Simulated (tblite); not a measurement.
**Molecular dynamics, with input and output: C6H9NSi**

- system: C6H9NSi
- method: GFN2-xTB Langevin dynamics, gas phase (tblite 0.8.0)

It belongs to a series of runs on one base structure; here: constitutional isomer.

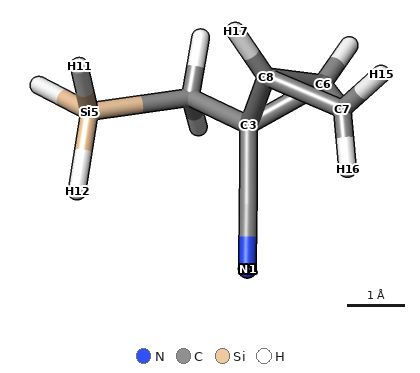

The structure as given in the input (stick view, seen at an oblique angle; atoms are numbered from 1 in the order of the input). Bond lengths as drawn: C–C 1.43 to 1.52 Å, C–H 1.07 to 1.09 Å, C–N 1.15 Å, C–Si 1.91 Å and H–Si 1.46 to 1.47 Å.

## Input
```
{"job": {"kind": "md", "xc": "GFN2-xTB", "basis": "xTB", "temperature": 600, "steps": 2000, "every": 50}, "charge": 0, "multiplicity": 1}
N      0.125429    -2.805678    -0.590036
C     -0.056283    -1.692676    -0.390531
C     -0.251148    -0.305419    -0.108772
C      0.964653     0.344852     0.523085
Si     2.440957     0.466802    -0.682441
C     -1.628542     0.161230     0.301288
C     -2.357417    -0.300413    -0.921613
C     -1.108645     0.516054    -1.039854
H      1.253845    -0.229760     1.405960
H      0.682221     1.340038     0.872321
H      2.049150     1.332220    -1.797829
H      2.786043    -0.863423    -1.171961
H      3.557353     1.065379     0.049020
H     -1.943276     0.711107     1.162120
H     -3.294487     0.190911    -1.152153
H     -2.336992    -1.349469    -1.191682
H     -0.889859     1.430272    -1.547903
```

The first line tells a small driver script what to run in tblite; the rest is the geometry in Å.

Run as:
```bash
OMP_NUM_THREADS=1 python <driver script> task.json out
```

## The program's output
```
t/fs     T/K      E/eV
    0.0   518.0   -597.84436
   25.0   355.4   -597.04796
   50.0   495.9   -597.02885
   75.0   536.1   -597.18107
  100.0   463.1   -597.05495
  125.0   348.6   -596.94441
  150.0   401.3   -596.79894
  175.0   648.9   -596.74282
  200.0   493.5   -596.77586
  225.0   655.1   -596.78746
  250.0   357.2   -596.42807
  275.0   702.7   -597.00748
  300.0   548.6   -596.52527
  325.0   540.7   -596.61774
  350.0   474.6   -596.70796
  375.0   623.6   -596.78750
  400.0   503.1   -596.68743
  425.0   530.9   -596.79690
  450.0   407.7   -596.73993
  475.0   476.8   -597.09179
  500.0   429.4   -597.19012
  525.0   428.8   -597.11919
  550.0   453.8   -597.05019
  575.0   428.1   -596.64637
  600.0   457.7   -596.31411
  625.0   696.8   -596.70390
  650.0   551.4   -596.24398
  675.0   507.3   -596.15672
  700.0   676.7   -596.89608
  725.0   611.6   -596.52150
  750.0   558.1   -596.46487
  775.0   575.5   -596.54810
  800.0   857.2   -596.83222
  825.0   606.2   -596.14171
  850.0   689.5   -596.61940
  875.0   768.7   -596.67418
  900.0   892.0   -596.67558
  925.0   502.6   -596.07068
  950.0   669.9   -596.58602
  975.0   643.5   -596.58720
 1000.0   522.1   -596.42664
```

## Trajectory as extended XYZ (Å, eV, eV/Å), 6 of the 41 frames kept, from step=0 to step=40
```
17
Properties=species:S:1:pos:R:3:forces:R:3 step=0 time_fs=0.0 energy=-597.84436 temperature=518.0
N     0.1254   -2.8057   -0.5900    0.0004  -0.0004  -0.0012
C    -0.0563   -1.6927   -0.3905   -0.0063  -0.0007   0.0040
C    -0.2511   -0.3054   -0.1088    0.0008  -0.0026   0.0001
C     0.9647    0.3449    0.5231   -0.0010  -0.0016  -0.0009
Si    2.4410    0.4668   -0.6824   -0.0036   0.0061   0.0021
C    -1.6285    0.1612    0.3013   -0.0006  -0.0008   0.0007
C    -2.3574   -0.3004   -0.9216    0.0013  -0.0007  -0.0032
C    -1.1086    0.5161   -1.0399    0.0029   0.0014  -0.0002
H     1.2538   -0.2298    1.4060    0.0072  -0.0013  -0.0029
H     0.6822    1.3400    0.8723   -0.0012  -0.0009   0.0009
H     2.0492    1.3322   -1.7978    0.0001   0.0011  -0.0005
H     2.7860   -0.8634   -1.1720   -0.0030  -0.0062   0.0022
H     3.5574    1.0654    0.0490    0.0018   0.0046  -0.0002
H    -1.9433    0.7111    1.1621    0.0036   0.0021   0.0063
H    -3.2945    0.1909   -1.1522    0.0014   0.0014  -0.0055
H    -2.3370   -1.3495   -1.1917   -0.0026  -0.0048  -0.0003
H    -0.8899    1.4303   -1.5479   -0.0011   0.0032  -0.0015
17
Properties=species:S:1:pos:R:3:forces:R:3 step=8 time_fs=200.0 energy=-596.77586 temperature=493.5
N     0.1337   -2.7595   -0.3224   -0.9630   2.9146  -0.8208
C    -0.2456   -1.6562   -0.4529    1.0793  -2.4301   1.2920
C    -0.6538   -0.3053   -0.1583   -0.0602   1.2965   0.7370
C     0.5404    0.4959    0.4061    0.6507  -0.1184  -0.4469
Si    2.0052    0.6632   -0.7819   -0.4171  -0.7885  -2.0573
C    -2.0352   -0.1638    0.5244    1.8093   0.3326  -1.6019
C    -2.7014   -0.8795   -0.5410   -0.0314  -0.0924  -1.7639
C    -1.8355    0.3435   -0.9028    1.2114  -2.6149   2.4432
H     0.9827   -0.0104    1.2272    0.0322  -1.2325   0.9854
H     0.4698    1.4770    0.8606   -1.4325   0.3660  -0.3667
H     1.1749    0.7952   -2.1028    0.9454   0.0577   0.7875
H     2.8705   -0.5754   -0.9187   -0.5025   0.7889   0.2061
H     2.7711    1.8574   -0.4580    0.0887   0.0184   0.0219
H    -2.2827    0.2389    1.4527   -0.2973   0.3914   0.8007
H    -3.7043   -0.7127   -0.7680   -1.8103   0.1648   0.1204
H    -2.4110   -1.9111   -0.8121    0.1307   0.6728   0.0166
H    -1.8403    1.2903   -1.3601   -0.4332   0.2731  -0.3533
17
Properties=species:S:1:pos:R:3:forces:R:3 step=16 time_fs=400.0 energy=-596.68743 temperature=503.1
N     0.5006   -2.2684   -0.2016    1.9512  -3.5397  -0.2287
C    -0.0305   -1.2862   -0.2237   -2.1835   4.0374   0.2729
C    -0.7971   -0.0782    0.0570    0.9326  -0.5530  -0.7532
C    -0.0174    1.0857    0.6614   -0.9462  -1.0529  -0.1592
Si    1.7788    1.0256   -0.1064   -0.2061   0.4862   2.5137
C    -2.0960   -0.4577    0.6358   -1.0352   2.0819   1.6444
C    -2.7483   -1.1122   -0.4850    0.2195   1.5936  -0.0934
C    -2.0098    0.2240   -0.7884   -1.4068  -1.3625   0.9892
H     0.0552    0.8035    1.7187    0.3014   0.3269   0.0410
H    -0.8172    1.8694    0.6179    1.4774   0.1893  -0.0755
H     1.6439    1.1788   -1.4936   -0.0083   0.2655  -1.2961
H     2.5161   -0.2241    0.2435   -0.3579   0.4023  -0.1831
H     2.3815    2.0664    0.7938    0.0359  -0.2071  -0.6544
H    -2.5993    0.0701    1.5016    0.7453  -0.9355  -1.0526
H    -3.7942   -1.0538   -0.3945   -1.4253   0.1506  -0.3297
H    -2.4647   -2.0596   -0.8169    0.9551  -1.0625  -0.7126
H    -2.5626    1.1612   -0.9903    0.9509  -0.8206   0.0773
17
Properties=species:S:1:pos:R:3:forces:R:3 step=24 time_fs=600.0 energy=-596.31411 temperature=457.7
N     0.2453   -2.3958    0.3446    1.1807  -2.2753   0.0351
C    -0.3552   -1.4483    0.2216   -0.1535   2.9077   0.7244
C    -0.8609   -0.0898    0.2813    0.4873   0.1658  -0.7180
C     0.2083    0.9192    0.8603   -2.6434   1.1779   0.0189
Si    0.9145    2.2411   -0.4412   -0.6054  -0.3752   0.0905
C    -2.3808   -0.0812    0.4133    0.2953  -0.2371  -0.1288
C    -2.5933   -1.1434   -0.6290   -1.5675   2.5820  -1.7302
C    -1.7756    0.1223   -0.9463    0.1022   0.8754   0.2687
H     1.0860    0.4454    1.2985   -0.5154  -0.2795   0.0847
H    -0.4261    1.4577    1.6782    1.4647  -0.6680  -0.9875
H     0.2098    3.5000   -0.9160    0.0675  -0.6990   0.4173
H     0.8648    1.3521   -1.6545    0.4614   0.4895   0.3982
H     2.0695    2.8132    0.3182   -0.2112  -0.3699  -0.4569
H    -3.0726    0.6333    0.8060    0.1111  -0.2495   0.5695
H    -3.5227   -1.0306   -1.2896    0.9101  -0.9525   1.4103
H    -2.0987   -2.0860   -0.4866   -0.3586  -0.1070  -0.4395
H    -2.0821    1.0864   -1.4845    0.9748  -1.9852   0.4432
17
Properties=species:S:1:pos:R:3:forces:R:3 step=32 time_fs=800.0 energy=-596.83222 temperature=857.2
N     0.2640   -2.0726    0.7186    0.5446  -1.3045   0.2764
C    -0.4458   -1.1863    0.7171   -0.0740   2.4217  -1.0826
C    -1.1647    0.0782    0.6860    0.3072  -1.0554   0.2372
C    -0.4353    1.3156    1.1147   -0.3903   1.4549  -1.6521
Si    0.7739    1.6124   -0.4872    0.3709   0.4089   1.4691
C    -2.5813   -0.2279    1.0658   -1.0287   1.1105   0.9655
C    -2.9342   -0.9702   -0.1873   -0.8570  -0.1395  -0.2501
C    -2.3020    0.3874   -0.2763    0.6629  -3.0196   1.6011
H     0.2298    1.3218    1.9270    0.7707  -0.8249   1.1654
H    -1.2103    2.0687    1.4263    0.6287  -0.3089  -0.7961
H     0.1245    1.2087   -1.6964   -0.4234   0.0276  -0.4891
H     1.8129    0.6292   -0.1738    0.0137  -0.0825  -0.0415
H     1.5666    2.8838   -0.6446   -0.7112  -0.3836   0.1982
H    -3.0241    0.0572    2.0427   -0.1104  -0.2822  -1.3243
H    -3.9763   -1.0120   -0.5494    0.3636   0.0105   0.5850
H    -2.4106   -1.8863   -0.4485    0.2073   0.2048   0.0129
H    -2.6536    1.1989   -0.7816   -0.2744   1.7623  -0.8750
17
Properties=species:S:1:pos:R:3:forces:R:3 step=40 time_fs=1000.0 energy=-596.42664 temperature=522.1
N     0.3082   -1.1847    0.8948   -2.2164   3.6035  -0.3157
C    -0.4162   -0.2486    0.7987    2.9679  -4.2125   0.4134
C    -1.5746    0.5400    0.7014   -0.8916  -0.9386  -0.1635
C    -1.4892    1.9844    0.4131    2.9778   1.0386  -1.3874
Si    0.1736    2.2071   -0.7138   -0.2659   0.4467   0.0590
C    -2.6899    0.0948    1.5380   -0.7379  -0.1390   0.7667
C    -2.8418   -1.3391    1.2991    0.1120   0.1077  -0.8198
C    -2.7480   -0.3470    0.1011   -0.2628   0.0363   1.7222
H    -1.5070    2.7277    1.2439   -0.3570  -0.9633  -0.6162
H    -2.0815    2.2273   -0.4276   -1.7025   0.5101  -0.0571
H     0.0239    3.1202   -1.8650   -0.3510   0.0987   0.0922
H     0.3179    0.9475   -1.4922    0.2150   0.1988   0.6083
H     1.1533    3.0152    0.0436    0.0177  -0.6184   0.0845
H    -3.2763    0.6326    2.2287   -0.4646   0.7668   0.2041
H    -3.7783   -1.7646    1.6296   -0.5321   0.2058  -0.5187
H    -2.0944   -2.0586    1.5317    1.0034  -0.2013  -0.2698
H    -3.5020   -0.1472   -0.6479    0.4879   0.0602   0.1978
```

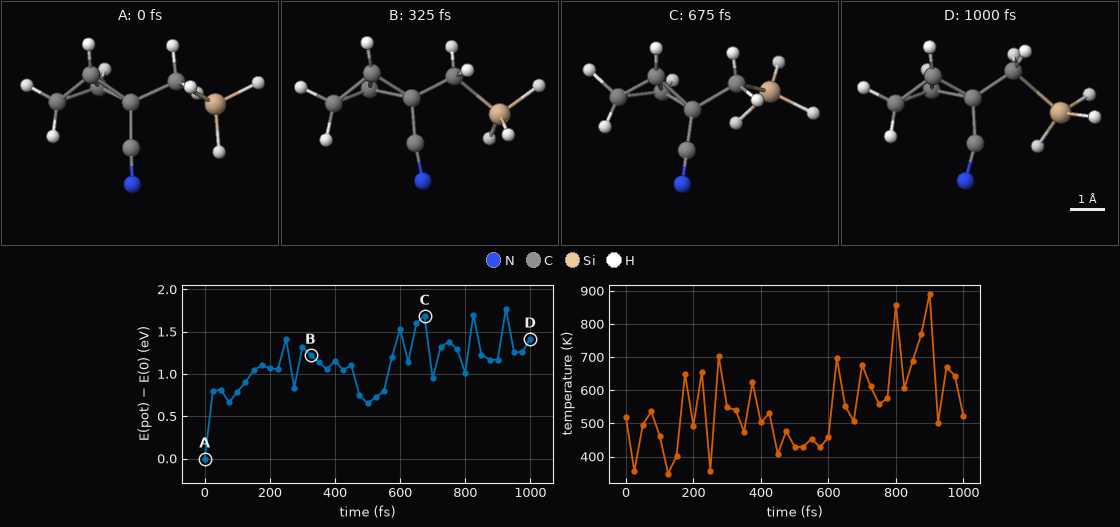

Frames of the molecular dynamics (ball-and-stick, seen at a tilt) above the curves, on which the letters mark them. The trajectory kept here has 41 frames over 1000 fs. The temperature starts at 518 K, ranges from 349 to 892 K and averages 597 K over the second half. The potential energy ends 1.418 eV above its first value. After an unweighted best fit of the last frame on the first, the root-mean-square displacement is 0.79 Å, and H11 has moved furthest (1.67 Å).

## Key numbers

| quantity | value |
| --- | --- |
| outcome | finished |
| mean temperature over the second half | 597 K |
| trajectory | 41 frames kept, 1000 fs |
| hardware | 1 CPU thread, shared host |
| wall time | 14 s |
| peak memory | 0.18 GiB |
